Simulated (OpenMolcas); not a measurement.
## Single-point calculation of H$_{2}$

The run: single-point calculation of H$_{2}$. Method and program: ACPF/3-21G, RHF (OpenMolcas 26.06).

The geometry comes from this level: PBE0-D4/def2-TZVP.

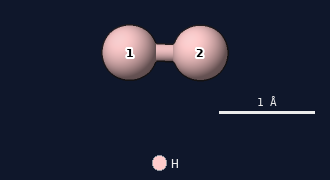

Figure 1. The input geometry (ball-and-stick view, seen on its broad side; atoms are numbered from 1 in the order of the input).

Input file:
```
&GATEWAY
BASLIB = $CurrDir
COORD
2
angstrom
H        0.319300      -0.099200       0.165500
H       -0.319300       0.099200      -0.165500
BASIS = 3-21G
GROUP = NoSym
&SEWARD
&SCF
THRESHOLDS = 1e-10 1e-07 1e-07 1e-05
PRORBITALS = 1 1
&MOTRA
FROZEN = 0
&GUGA
ELECTRONS = 2
SPIN = 1
INACTIVE = 1
ACTIVE = 0
CIALL = 1
&CPF
ACPF
```

Machine: 1 thread of Intel Xeon (Sapphire Rapids), 64 GiB of memory available, shared host.

Launched with:
```bash
export MOLCAS_MEM=1860
pymolcas calc.inp > calc.log
```

What the program printed:
```
--- Start Module: gateway ---

                                              &GATEWAY

                       available to each process: 1.9 GB of memory, 1 thread

 Basis Set     1 Label: H.3-21G
 Basis set is read from library:.
 basistype.tbl is not found

++    Symmetry information:
      ---------------------

                    Character Table for C1

                             E
                    a        1  x, y, xy, Rz, z, xz, Ry, yz, Rx, I
--

++    Basis set information:
      ----------------------

      Basis set label: H.3-21G.........

      Electronic valence basis set:
      ------------------
      Associated Effective Charge   1.000000 au
      Associated Actual Charge      1.000000 au
      Nuclear Model: Point charge

      Shell  nPrim  nBasis  Cartesian Spherical Contaminant
         s       3       2        X
--

++    Molecular structure info:
      -------------------------

                    ************************************************
                    **** Cartesian Coordinates / bohr, angstrom ****
                    ************************************************

     Center  Label                x              y              z                     x              y              z
        1      H1               0.603390      -0.187461       0.312750              0.319300      -0.099200       0.165500
        2      H2              -0.603390       0.187461      -0.312750             -0.319300       0.099200      -0.165500
--

            Nuclear Potential Energy              0.70921424 au

--- Stop Module: gateway /rc=_RC_ALL_IS_WELL_ ---

--- Start Module: seward ---

                                              &SEWARD

                       available to each process: 1.9 GB of memory, 1 thread

               SEWARD will generate:
                  Multipole Moment integrals up to order  2
                  Kinetic Energy integrals
                  Nuclear Attraction integrals (point charge)
                  One-Electron Hamiltonian integrals
                  Velocity integrals
                  Orbital angular momentum around (  0.0000   0.0000   0.0000 )
                  Velocity quadrupole around (  0.0000   0.0000   0.0000 )
                  Two-Electron Repulsion integrals

                   Integrals are discarded if absolute value <: 1.00E-14
                   Integral cutoff threshold is set to       <: 1.00E-16

            Nuclear Potential Energy              0.70921424 au

      Basis set specifications :
      Symmetry species         a
      Basis functions            4

--- Stop Module: seward /rc=_RC_ALL_IS_WELL_ ---

--- Start Module: scf ---

                                                &SCF

                       available to each process: 1.9 GB of memory, 1 thread

++    Input section:
      --------------

      Header of the integral files:

      Cartesian coordinates in angstrom:
      -----------------------------------------------------
      No.  Label        X            Y            Z
      -----------------------------------------------------
       1   H1         0.31930000  -0.09920000   0.16550000
       2   H2        -0.31930000   0.09920000  -0.16550000
      -----------------------------------------------------
      Nuclear repulsion energy =    0.70921424
--

++    Orbital specifications:
      -----------------------

      Symmetry species               1
                                     a
      Frozen orbitals                0
      Occupied orbitals              1
      Secondary orbitals             3
      Deleted orbitals               0
      Total number of orbitals       4
      Number of basis functions      4
--

      Molecular charge                           0.000

++    Optimization specifications:
      ----------------------------

      SCF Algorithm: Conventional
      Minimized density differences are used
      Number of density matrices in core                 5
      Maximum number of NDDO SCF iterations            400
      Maximum number of HF SCF iterations              400
      Threshold for SCF energy change             1.00E-10
      Threshold for density matrix                1.00E-07
      Threshold for Fock matrix                   1.00E-07
      Threshold for linear dependence             1.00E-09
      Threshold at which DIIS is turned on        1.50E-01
      Maximum depth in the DIIS procedure                5
      Maximum depth in the BFGS Hessian update          30
      Threshold at which QNR/C2DIIS is turned on  7.50E-02
      Threshold for Norm(delta) (QNR/C2DIIS)      1.00E-05
      All orbitals punched on: SCFORB
--

      Input vectors read from INPORB
      Orbital file label: *Guess orbitals

++ Convergence information
                                   SCF        iterations: Energy and convergence statistics

Iter     Tot. SCF        One-elec.       Two-elec.     Energy      Max Dij or  Max Fij      DNorm      TNorm      AccCon     Time
         Energy          Energy          Energy        Change      Delta Norm                                                in Sec.
   1    -1.114376626    -2.437251680     0.613660814   0.00E+00    9.79E-02*   7.42E-02*    9.55E-01   1.78E+00   None         0.
   2    -1.122694912    -2.477107105     0.645197953  -8.32E-03*   1.40E-02*   1.06E-02*    1.50E-01   1.82E+00   EDIIS        0.
   3    -1.122863798    -2.481886541     0.649808502  -1.69E-04*   7.89E-07*   1.78E-03*    2.17E-03   1.83E+00   c2DIIS       0.
   4    -1.122867374    -2.482668355     0.650586740  -3.58E-06*   2.67E-07    4.04E-07*    6.39E-12   1.83E+00   QNRc2DIIS    0.
   5    -1.122867374    -2.482668532     0.650586917  -2.46E-13    4.49E-08    5.82E-08     2.16E-11   1.83E+00   QNRc2DIIS    0.

       Convergence after   5 Iterations
--

 *****************************************************************************************************************************
 *                                             SCF/KS-DFT Program, Final results                                             *
 *                                                       Final Results                                                       *
 *****************************************************************************************************************************

::    Total SCF energy                                 -1.1228673743
      One-electron energy                              -2.4826685321
      Two-electron energy                               0.6505869169
      Nuclear repulsion energy                          0.7092142408
      Kinetic energy (interpolated)                     1.1099036136
      Virial theorem                                    1.0116800780
      Total spin, S(S+1)                                0.0000000000
      Total spin, S                                     0.0000000000
      Max non-diagonal density matrix element           0.0000000899
      Max non-diagonal Fock matrix element              0.0000000098

      All orbitals with orbital energies smaller than  E(LUMO)+0.5 are printed

++    Molecular orbitals:
      -------------------

      Title: SCF orbitals

      Molecular orbitals for symmetry species 1: a

          Orbital            1         2
          Energy           -0.5907    0.2624
          Occ. No.          2.0000    0.0000

--

++    Molecular charges:
      ------------------

      Mulliken charges per centre and basis function type
      ---------------------------------------------------

                H1      H2
      1s       1.0000  1.0000
      Total    1.0000  1.0000

      N-E      0.0000 -0.0000

      Total electronic charge=    2.000000

      Total            charge=    0.000000
--

++    Molecular properties:
      ---------------------

      Charge (e):
                      =    0.0000
      Dipole Moment (debye):
      Origin of the operator (angstrom)=    0.0000    0.0000    0.0000
                   X=  4.3387E-15               Y= -1.3051E-15               Z=  2.2046E-15           Total=  5.0386E-15
      Quadrupole Moment (debye*angstrom):
      Origin of the operator (angstrom)=    0.0000    0.0000    0.0000
                  XX= -1.6903E+00              XY= -9.9086E-02              XZ=  1.6531E-01              YY= -1.9785E+00
                  YZ= -5.1358E-02              ZZ= -1.9236E+00
      In traceless form (debye*angstrom)
                  XX=  2.6070E-01              XY= -1.4863E-01              XZ=  2.4796E-01              YY= -1.7152E-01
                  YZ= -7.7038E-02              ZZ= -8.9175E-02
--

--- Stop Module: scf /rc=_RC_ALL_IS_WELL_ ---

--- Start Module: motra ---

                                               &MOTRA

                       available to each process: 1.9 GB of memory, 1 thread

      *** WARNING: Default frozen orbitals is overwritten by user input.
      *** Default values:   0

      Header of the integral files:

      Header of MO coefficients source file:
      * SCF orbitals

      Cartesian coordinates in angstrom:
      -----------------------------------------------------
      No.  Label        X            Y            Z
      -----------------------------------------------------
       1   H1         0.31930000  -0.09920000   0.16550000
       2   H2        -0.31930000   0.09920000  -0.16550000
      -----------------------------------------------------
      Nuclear repulsion energy =    0.70921424

      Orbital specifications:
      -----------------------

      Symmetry species:              1
      Number of basis functions:     4
      Frozen orbitals:               0
      Deleted orbitals:              0
      Number of orbitals used:       4

       SYMMETRY  BASIS FUNCTIONS       ORBITALS      INTEGRALS   CPU(SEC)  I/O(SEC)
        1 1 1 1    4   4   4   4     4   4   4   4          55       0.00      0.00

       TOTAL CPU TIME(SEC)    0.00TOTAL I/O TIME(SEC)    0.00

--- Stop Module: motra /rc=_RC_ALL_IS_WELL_ ---

--- Start Module: guga ---

                                               &GUGA

                       available to each process: 1.9 GB of memory, 1 thread

      ************************************************************************************************************************
      *                                                        Title:                                                        *
      *                                                 (No title was given)                                                 *
      ************************************************************************************************************************

      ALL SINGLE AND DOUBLE REPLACEMENTS

      NUMBER OF ELECTRONS IN CI         2
      TOTAL SPIN QUANTUM NUMBER      0.00

              ORBITALS PER SYMMETRY
                  1
      INACTIVE    1
      ACTIVE      0
      VALENCE     0
      CORE        0
      ONEOCC      0
  Number of vertices                    4                    4

      INTERNAL CONFIGURATIONS (FORMAL)

      NUMBER OF VALENCE STATES               1
      NUMBER OF DOUBLET COUPLED SINGLES      1
      NUMBER OF TRIPLET COUPLED DOUBLES      0
      NUMBER OF SINGLET COUPLED DOUBLES      1

      ONE CLOSED SHELL REFERENCE STATE
      WAVE-FUNCTION SYMMETRY LABEL:  1

      INTERNAL CONFIGURATIONS (REAL)

      NUMBER OF VALENCE STATES               1
      NUMBER OF DOUBLET COUPLED SINGLES      1
      NUMBER OF TRIPLET COUPLED DOUBLES      0
      NUMBER OF SINGLET COUPLED DOUBLES      1

      COEFFICIENTS FOR DIAG        7
      TIME FOR DIAG                0

      COEFFICIENTS FOR ABCI        3
      MAXIMUM NUMBER OF ELEMENTS     1
      TIME FOR ABCI                0

      COEFFICIENTS FOR IJKL        2
      TIME FOR IJKL                0

      COEFFICIENTS FOR AIBJ        7
      DIFFERENT TYPES        0        1        0        2        0        0        2
      TIME FOR AIBJ                0

      COEFFICIENTS FOR AIJK        3
      TIME FOR AIJK                0

      COEFFICIENTS FOR IJ          2

      COEFFICIENTS FOR AI          4
      TIME FOR ONEEL               0
--- Stop Module: guga /rc=_RC_ALL_IS_WELL_ ---

--- Start Module: cpf ---

                                                &CPF

                       available to each process: 1.9 GB of memory, 1 thread

      ************************************************************************************************************************
      *                                                        Title:                                                        *
      *                                                ( No title was given )                                                *
      ************************************************************************************************************************

      Cartesian coordinates in angstrom:
      -----------------------------------------------------
      No.  Label        X            Y            Z
      -----------------------------------------------------
       1   H1         0.31930000  -0.09920000   0.16550000
       2   H2        -0.31930000   0.09920000  -0.16550000
      -----------------------------------------------------
      Nuclear repulsion energy =    0.70921424

      This is an  A C P F calculation

      ONE-ELECTRON BASIS:
      ----------------------------

      Symmetry species                                   1

      Orbitals pre-frozen in MOTRA               0       0
      Orbitals used by this program              4       4
      Pre-deleted in MOTRA                       0       0
      Sum: No. of basis functions                4       4

      ORBITAL SPECIFICATION:
      -------------------------------

      Orbitals frozen here                       0       0
      Inactive orbitals                          1       1
      Active orbitals                            0       0
      Additional valence orbitals                0       0
      Virtual orbitals                           3       3
      Orbitals deleted here                      0       0
      Sum: Total no. of orbitals                 4       4

      WAVE FUNCTION SPECIFICATION:
      ----------------------------

      Number of electrons in CI                  2
      Internal orbitals in CI                    1
      External orbitals in CI                    3
      Number of irreps                           1
      Spin quantum number                      0.0
      State symmetry                             1

      REFERENCE STATE:
      ------------------------------

      Number of reference states                 1
      One closed shell reference state

      OPTIONS:
      --------

      Print parameter                            5
      Pulay diagonalization
      First order interacting space

      INTERNAL CONFIGURATIONS

      NUMBER OF VALENCE STATES               1
      NUMBER OF DOUBLET COUPLED SINGLES      1
      NUMBER OF TRIPLET COUPLED DOUBLES      0
      NUMBER OF SINGLET COUPLED DOUBLES      1

      FULL-SPACE CONFIGURATIONS (FORMAL)

      NUMBER OF VALENCE STATES               1
      NUMBER OF DOUBLET COUPLED SINGLES      3
      NUMBER OF TRIPLET COUPLED DOUBLES      0
      NUMBER OF SINGLET COUPLED DOUBLES      6

      FULL-SPACE CONFIGURATIONS (REAL)

      NUMBER OF VALENCE STATES               1
      NUMBER OF DOUBLET COUPLED SINGLES      3
      NUMBER OF TRIPLET COUPLED DOUBLES      0
      NUMBER OF SINGLET COUPLED DOUBLES      6

      FORMAL NUMBER OF CONFIGURATIONS      10
        REAL NUMBER OF CONFIGURATIONS      10
  NUMBER OF TWO-ELECTRON INTEGRALS:                   55

      STATISTICS FOR INTEGRALS, FIRST ENTRY 10**3-10**4

               0         0         0         0        20
              10         1         0         0         0
               0         0         0         0         0
               0         0         0         0         0

      REFERENCE ENERGY       -1.12286737
  ITER      TOTAL ENERGY          CORR ENERGY           DECREASE
   1          -1.12286737           0.00000000          -1.12286737
   2          -1.14687244          -0.02400506          -0.02400506
   3          -1.14778784          -0.02492046          -0.00091540
   4          -1.14786167          -0.02499430          -0.00007384
   5          -1.14786797          -0.02500060          -0.00000630
   6          -1.14786852          -0.02500114          -0.00000054

     CALCULATION CONVERGED

     FINAL ACPF ENERGY          -1.14786852
     FINAL CORRELATION ENERGY   -0.02500114  REFERENCE ENERGY      -1.12286737
     SUM OF SQUARED CPX(BAR)    0.0146

     FIRST ORDER RELATIVISTIC CORRECTIONS
     MASS-VELOCITY               0.00000000
     1-EL DARWIN CONTACT         0.00000000
     TOTAL REL. CORRECTION       0.00000000
     TOTAL REL. ENERGY          -1.14786852

      PRINTOUT OF CI-COEFFICIENTS LARGER THAN      0.05

      WAVE FUNCTION NOT NORMALIZED

      CONFIGURATION      1   COEFFICIENT  1.000000   REFERENCE

      ORBITALS       0  0  1
      OCCUPATION     0  0  2
      SPIN-COUPLING  0  0  3
      SYMMETRY       0  0  1

      ORBITALS       0  5  1
      OCCUPATION     0  1  1
      SPIN-COUPLING  0  1  2
      SYMMETRY       0  1  1

      ORBITALS       0  8  1
      OCCUPATION     0  1  1
      SPIN-COUPLING  0  1  2
      SYMMETRY       0  1  1

++    Molecular orbitals:
      -------------------

      Title:  ACPF natural orbitals

      Molecular orbitals for symmetry species 1: a

          Orbital            1         2         3         4
          Occ. No.          1.9709    0.0244    0.0044    0.0003

        1 H1     1s         0.2933   -0.6447   -0.7866    0.8605
        2 H1     1s         0.3095   -0.7373    0.6647   -1.9062
        3 H2     1s         0.2933    0.6447   -0.7866   -0.8605
        4 H2     1s         0.3095    0.7373    0.6647    1.9062
--

++    Molecular charges:
      ------------------

      Mulliken charges per centre and basis function type
      ---------------------------------------------------

                H1      H2
      1s       1.0000  1.0000
      Total    1.0000  1.0000

      N-E      0.0000 -0.0000

      Total electronic charge=    2.000000

      Total            charge=   -0.000000
--

++    Molecular properties:
      ---------------------

      Dipole Moment (debye):
      Origin of the operator (angstrom)=    0.0000    0.0000    0.0000
                   X=  2.5750E-15               Y= -7.9366E-16               Z=  1.3404E-15           Total=  3.0095E-15
      Quadrupole Moment (debye*angstrom):
      Origin of the operator (angstrom)=    0.0000    0.0000    0.0000
                  XX= -1.6903E+00              XY= -9.0948E-02              XZ=  1.5173E-01              YY= -1.9548E+00
                  YZ= -4.7140E-02              ZZ= -1.9044E+00
      In traceless form (debye*angstrom)
                  XX=  2.3929E-01              XY= -1.3642E-01              XZ=  2.2760E-01              YY= -1.5744E-01
                  YZ= -7.0710E-02              ZZ= -8.1851E-02
--

--- Stop Module: cpf /rc=_RC_ALL_IS_WELL_ ---

.##################.
.# Happy landing! #.
.##################.

    Timing: Wall=1.74 User=1.17 System=0.49
```

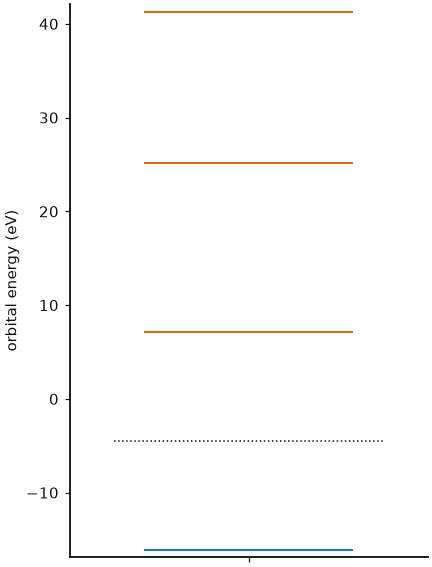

Figure 2. Orbital energies near the frontier; the dotted line parts filled from empty levels, and levels within 0.02 eV of each other stand side by side. Highest filled −16.08 eV, lowest empty 7.14 eV, 23.22 eV apart.

Results in brief:

```csv
quantity,value
outcome,converged
total energy,−1.147869 hartree
SCF energy,−1.122867 hartree
correlation energy,−0.025001 hartree
basis functions,4
HOMO,−16.08 eV
LUMO,7.14 eV
dipole moment,0.00 debye
wall time,2 s
peak memory,0.37 GiB
```
